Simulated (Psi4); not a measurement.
# singlet Si2H3F at 4 levels

We compute a comparison of 4 runs (DSD-PBEP86/def2-SVPD, TPSSh/def2-SVPD, wB97X-V/def2-SVPD, MP3/def2-SVPD) of singlet Si2H3F. 

Program for the calculation: Psi4 1.11.

### 1 The molecule

Si2H3F has 6 atoms, charge 0, and is taken as a singlet. As SMILES of the parent species, `F[Si][SiH3]`. Geometry: relaxed at GFN2-xTB. That shape belongs to the parent species and isn't relaxed for this state.

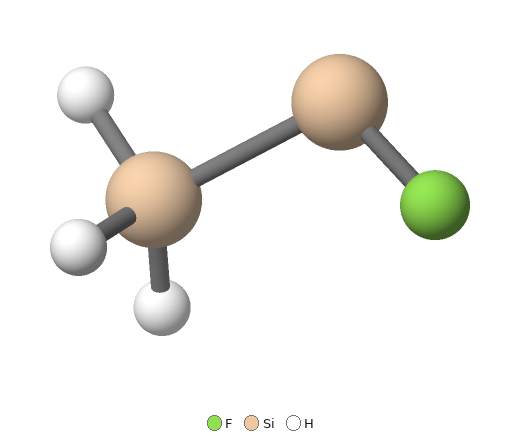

The structure, seen from a chosen angle (fluorine green, silicon light orange, hydrogen white).

### 2 The energy at DSD-PBEP86/def2-SVPD (density fitting for correlation) (run 1)

fh3si2.inp reads:

```
memory 1600 mb

molecule molecule1 {
  0 1
  F
  Si 1 R2
  Si 2 R3 1 A3
  H 3 R4 2 A4 1 D4
  H 3 R5 4 A5 2 D5
  H 3 R6 5 A6 4 D6

  R2 = 1.664158
  R3 = 2.270779
  A3 = 109.40445
  R4 = 1.471208
  A4 = 116.30132
  D4 = -62.35626
  R5 = 1.463265
  A5 = 109.33924
  D5 = 112.95568
  R6 = 1.471322
  A6 = 109.40043
  D6 = -114.41335
  symmetry c1
  no_reorient
  no_com
}

set globals {
  basis def2-SVPD
  reference rks
  puream true
  e_convergence 1e-09
  d_convergence 1e-08
  scf_type pk
  dft_radial_points 99
  dft_spherical_points 590
  num_frozen_docc 11
}

energy('dsd-pbep86')
```

Launch:

```
psi4 -n 1 fh3si2.inp fh3si2.out
```

fh3si2.out:

```text
[...]
  Running in c1 symmetry.
[...]
  Nuclear repulsion =  132.965272272676259
[...]
  Multiplicity = 1
[...]
  Nalpha       = 20
  Nbeta        = 20
[...]
    Number of basis functions: 95
[...]
   @RKS iter   1:  -679.35374212692329   -6.65971e-01   3.53428e-03 DIIS/ADIIS
[...]
   @RKS iter  11:  -679.40646086609445   -2.50111e-12   3.03510e-09 DIIS
[...]
    Orbital Energies [Eh]
    ---------------------
    Doubly Occupied:
       1A    -67.893568     2A    -67.819833     3A    -25.733648
       4A     -5.894443     5A     -5.833860     6A     -4.087337
       7A     -4.085463     8A     -4.081824     9A     -4.027288
      10A     -4.027232    11A     -4.026883    12A     -1.422800
      13A     -0.711150    14A     -0.656965    15A     -0.590130
      16A     -0.583289    17A     -0.492371    18A     -0.451549
      19A     -0.450751    20A     -0.291665
[...]
  @RKS Final Energy:  -679.40646086609445
   => Energetics <=
    Nuclear Repulsion Energy =            132.9652722726762590
    One-Electron Energy =               -1207.6542937660201460
    Two-Electron Energy =                 410.4297920866338814
    DFT Exchange-Correlation Energy =     -15.1472314593843809
    Empirical Dispersion Energy =           0.0000000000000000
    VV10 Nonlocal Energy =                  0.0000000000000000
    Total Energy =                       -679.4064608660944486
[...]
 Multipole Moments:
 ------------------------------------------------------------------------------------
     Multipole            Electronic (a.u.)      Nuclear  (a.u.)        Total (a.u.)
 ------------------------------------------------------------------------------------
 L = 1.  Multiply by 2.5417464519 to convert [e a0] to [Debye]
 Dipole X            :         -0.0045395            0.0028782           -0.0016613
 Dipole Y            :          5.3421132           -5.7292090           -0.3870958
 Dipole Z            :         -4.1165550            4.5605676            0.4440127
 Magnitude           :                                                    0.5890612
[...]
```

It took 17 s on 1 thread of Intel Xeon at 2.60GHz (Ice Lake), shared host; peak memory 0.77 GiB.

### 3 Energy and gradient at TPSSh/def2-SVPD (run 2)

run_ase.py reads:

```python
import numpy as np
from ase.calculators.psi4 import Psi4
from ase import Atoms

a = Atoms(['F', 'Si', 'Si', 'H', 'H', 'H'], positions=[
    [0.305600, -2.264910, 1.255600],
    [1.182750, -1.160380, 0.372400],
    [-0.176850, 0.540110, -0.272780],
    [-1.296890, 0.179960, -1.156100],
    [0.771310, 1.376770, -1.009080],
    [-0.785920, 1.328460, 0.809960],
])
calc = Psi4(atoms=a, method='tpssh', basis='def2-SVPD', memory='1600MB', num_threads=1, charge=0, multiplicity=1, label='calc')
calc.psi4.set_options({'puream': True, 'e_convergence': 1e-09, 'd_convergence': 1e-08, 'scf_type': 'pk', 'dft_radial_points': 99, 'dft_spherical_points': 590})
a.calc = calc

forces = a.get_forces()
print(f'energy: {a.get_potential_energy():.6f} eV')
print('forces / eV A^-1')
print(np.round(forces, 5))
```

Launch:

```
python run_ase.py
```

calc.dat:

```text
[...]
  Running in c1 symmetry.
[...]
  Nuclear repulsion =  132.965292027693152
[...]
  Multiplicity = 1
[...]
  Nalpha       = 20
  Nbeta        = 20
[...]
    Number of basis functions: 95
[...]
   @RKS iter   1:  -680.30812809425947   -3.90205e-01   4.55818e-03 ADIIS/DIIS
[...]
   @RKS iter  11:  -680.39124001021798    0.00000e+00   5.04262e-09 DIIS
[...]
    Orbital Energies [Eh]
    ---------------------
    Doubly Occupied:
       1A    -66.038984     2A    -65.971172     3A    -24.619141
       4A     -5.272377     5A     -5.217653     6A     -3.628175
       7A     -3.623866     8A     -3.617354     9A     -3.568537
      10A     -3.568458    11A     -3.567979    12A     -1.141624
      13A     -0.560737    14A     -0.500836    15A     -0.421635
      16A     -0.419209    17A     -0.384149    18A     -0.351540
      19A     -0.348814    20A     -0.216250
[...]
  @RKS Final Energy:  -680.39124001021798
   => Energetics <=
    Nuclear Repulsion Energy =            132.9652920276931525
    One-Electron Energy =               -1207.7635404328136701
    Two-Electron Energy =                 442.6325281266570073
    DFT Exchange-Correlation Energy =     -48.2255197317543676
    Empirical Dispersion Energy =           0.0000000000000000
    VV10 Nonlocal Energy =                  0.0000000000000000
    Total Energy =                       -680.3912400102179845
[...]
 Multipole Moments:
 ------------------------------------------------------------------------------------
     Multipole            Electronic (a.u.)      Nuclear  (a.u.)        Total (a.u.)
 ------------------------------------------------------------------------------------
 L = 1.  Multiply by 2.5417464519 to convert [e a0] to [Debye]
 Dipole X            :          2.2018424           -2.2961328           -0.0942903
 Dipole Y            :         -5.7986459            6.2376681            0.4390222
 Dipole Z            :          2.8367343           -3.0727639           -0.2360296
 Magnitude           :                                                    0.5072880
[...]
  -Total Gradient:
     Atom            X                  Y                   Z
    ------   -----------------  -----------------  -----------------
       1        0.007811241862    -0.004625791500     0.000687220125
       2       -0.033909970304     0.029083013796    -0.008201247355
       3        0.026626598930    -0.015025558444     0.001858382560
       4        0.004705157979     0.003436237260     0.007383398986
       5       -0.005994105566    -0.007489546979     0.005906854189
       6        0.000772167361    -0.005425360082    -0.007609704067
[...]
```

The script printed:

```text
energy: -18514.388680 eV
forces / eV A^-1
[[-0.40167  0.23787 -0.03534]
 [ 1.74372 -1.49551  0.42173]
 [-1.36919  0.77265 -0.09556]
 [-0.24195 -0.1767  -0.37967]
 [ 0.30823  0.38513 -0.30374]
 [-0.03971  0.27898  0.39131]]
```

Run time: 43 s. Hardware: 1 thread of Intel Xeon at 2.60GHz (Ice Lake), shared host; peak memory 0.89 GiB.

Run 3 isn't shown in full; the table further down has it.

### 4 The energy at MP3/def2-SVPD (run 4)

job.json reads:

```json
{
  "schema_name": "qcschema_input",
  "schema_version": 1,
  "molecule": {
    "schema_name": "qcschema_molecule",
    "schema_version": 2,
    "symbols": ["F", "Si", "Si", "H", "H", "H"],
    "geometry": [0.5775003, -4.2800596, 2.37274012, 2.23507357, -2.1928004, 0.70373401, -0.33419807, 1.02065998, -0.51547949, -2.45076691, 0.34007511, -2.18471237, 1.45756466, 2.60171824, -1.90688484, -1.48517356, 2.51042557, 1.53060257],
    "molecular_charge": 0,
    "molecular_multiplicity": 1,
    "fix_symmetry": "c1"
  },
  "driver": "energy",
  "model": {
    "method": "mp3",
    "basis": "def2-SVPD"
  },
  "keywords": {
    "puream": true,
    "e_convergence": 1e-09,
    "d_convergence": 1e-08,
    "scf_type": "pk",
    "num_frozen_docc": 11,
    "mp_type": "conv"
  }
}
```

Launch:

```
psi4 --qcschema job.json -n 1 --memory 1600MB
```

stdout:

```text
[...]
  Running in c1 symmetry.
[...]
  Nuclear repulsion =  132.965292049810330
[...]
  Multiplicity = 1
[...]
  Nalpha       = 20
  Nbeta        = 20
[...]
    Number of basis functions: 95
[...]
   @RHF iter   1:  -678.71291344289239   -7.90903e-01   3.39452e-03 ADIIS/DIIS
[...]
   @RHF iter  11:  -678.77523570292533   -1.46656e-11   6.92802e-09 DIIS
[...]
    Orbital Energies [Eh]
    ---------------------
    Doubly Occupied:
       1A    -68.822184     2A    -68.750332     3A    -26.289859
       4A     -6.185743     5A     -6.126210     6A     -4.292428
       7A     -4.291891     8A     -4.289547     9A     -4.236133
      10A     -4.235924    11A     -4.235640    12A     -1.552337
      13A     -0.774085    14A     -0.721482    15A     -0.663046
      16A     -0.652935    17A     -0.535406    18A     -0.494460
      19A     -0.493756    20A     -0.319774
[...]
  @RHF Final Energy:  -678.77523570292533
   => Energetics <=
    Nuclear Repulsion Energy =            132.9652920498103299
    One-Electron Energy =               -1207.5547091662176626
    Two-Electron Energy =                 395.8141814134819469
    Total Energy =                       -678.7752357029253290
[...]
 Multipole Moments:
 ------------------------------------------------------------------------------------
     Multipole            Electronic (a.u.)      Nuclear  (a.u.)        Total (a.u.)
 ------------------------------------------------------------------------------------
 L = 1.  Multiply by 2.5417464519 to convert [e a0] to [Debye]
 Dipole X            :          2.1930043           -2.2961328           -0.1031285
 Dipole Y            :         -5.7037021            6.2376681            0.5339660
 Dipole Z            :          2.7826801           -3.0727639           -0.2900838
 Magnitude           :                                                    0.6163633
[...]
	SCS-MP2 Total Energy (a.u.)        :  -679.16393762183668
	SOS-MP2 Total Energy (a.u.)        :  -679.16522827236952
[...]
	SOS-PI-MP2 Total Energy (a.u.)     :  -679.19522770078834
[...]
	MP2 Total Energy (a.u.)            :  -679.16135632077066
[...]
	SCS-MP3 Total Energy (a.u.)        :  -679.17101841629142
[...]
	MP3 Total Energy (a.u.)            :  -679.18967949858938
[...]
```

The result, in JSON:

```text
{
 "driver": "energy",
 "model": {
  "method": "mp3",
  "basis": "def2-SVPD"
 },
 "success": true,
 "return_result": -679.1896794985894,
 "properties": {
  "calcinfo_nbasis": 95,
  "calcinfo_nmo": 95,
  "calcinfo_nalpha": 20,
  "calcinfo_nbeta": 20,
  "calcinfo_natom": 6,
  "nuclear_repulsion_energy": 132.96529204981033,
  "return_energy": -679.1896794985894,
  "scf_one_electron_energy": -1207.5547091662177,
  "scf_two_electron_energy": 395.81418141348195,
  "scf_dipole_moment": [-0.10312851410633428, 0.5339660034195948, -0.29008375738074355],
  "scf_total_energy": -678.7752357029253,
  "scf_iterations": 11,
  "mp2_same_spin_correlation_energy": -0.08612633365751163,
  "mp2_opposite_spin_correlation_energy": -0.2999942841878647,
  "mp2_singles_energy": 0.0,
  "mp2_doubles_energy": -0.3861206178453764,
  "mp2_correlation_energy": -0.3861206178453358,
  "mp2_total_energy": -679.1613563207707
 }
}
```

Run time: 12 s. Hardware: 1 thread of Intel Xeon at 2.60GHz (Ice Lake), shared host; peak memory 0.68 GiB.

### 5 Overview of the runs

```csv
run,level,task,fitting correlation,energy (Eh),HOMO energy (eV),LUMO energy (eV),HOMO–LUMO gap (eV),wall time
1,DSD-PBEP86/def2-SVPD (density fitting for correlation),energy,density fitting,-679.614389,-7.94,-1.32,6.62,17 s
2,TPSSh/def2-SVPD,gradient,–,-680.391240,-5.88,-3.68,2.21,43 s
3,wB97X-V/def2-SVPD,energy,–,-680.228468,-8.58,-1.09,7.49,78 s
4,MP3/def2-SVPD,energy,none,-679.189679,-8.70,-0.01,8.70,12 s
```

### 6 What came out

| quantity | value |
| --- | --- |
| run 4: total energy | -679.18968 Eh |
| run 4: HOMO energy (Hartree–Fock orbitals) | -8.70 eV |
| run 4: LUMO energy (Hartree–Fock orbitals) | -0.01 eV |
| run 4: HOMO–LUMO gap (Hartree–Fock orbitals) | 8.70 eV |
| run 4: correlation energy (11 core orbitals frozen) | -414.4 mEh |

Over runs 1, 2, 3 the HOMO–LUMO gap runs from 2.21 eV (TPSSh/def2-SVPD) to 7.49 eV (wB97X-V/def2-SVPD). Totals of different functionals can't be ranked against each other. All runs together took 2.5 min, the longest 78 s.
